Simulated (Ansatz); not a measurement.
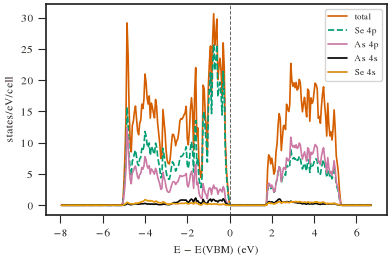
Total and projected density of states of As2Se3 in space group P2_1/c (No. 14; Pearson symbol mP20), plane-wave PAW r²SCAN (Ansatz code)

Task: Which orbitals carry the states next to the gap?

Result: Top 1 eV of the valence band: Se 4p 84 %, As 4p 11 %. Bottom 1 eV of the conduction band: As 4p 44 %, Se 4p 41 %, As 4s 6 %, outside the projected shells 5 %. Projections are on Löwdin-orthogonalised atomic valence shells; empty p or d shells of many metals are not among them.

Task: Where is the tallest occupied peak in this window, and what makes it?

Result: Near -0.8 eV, about 31 states/eV per cell; the largest projected share is Se 4p.

The workflow started from a Materials Project entry (that database holds measured and hypothetical structures alike); the Crystallography Open Database files this formula in space group No. 14, but the cells were not matched. Its standing as an ambient phase is unchecked. The cell was relaxed with r²SCAN under the symmetry of its start; its stability against distortions is not shown here. A crystal of weakly bound layers computed without a dispersion correction: the cell and the soft elastic constants depend strongly on that. Scalar-relativistic: spin–orbit coupling is off unless named, which matters more the heavier the elements.

Potentials: the later of the program's two PAW sets.
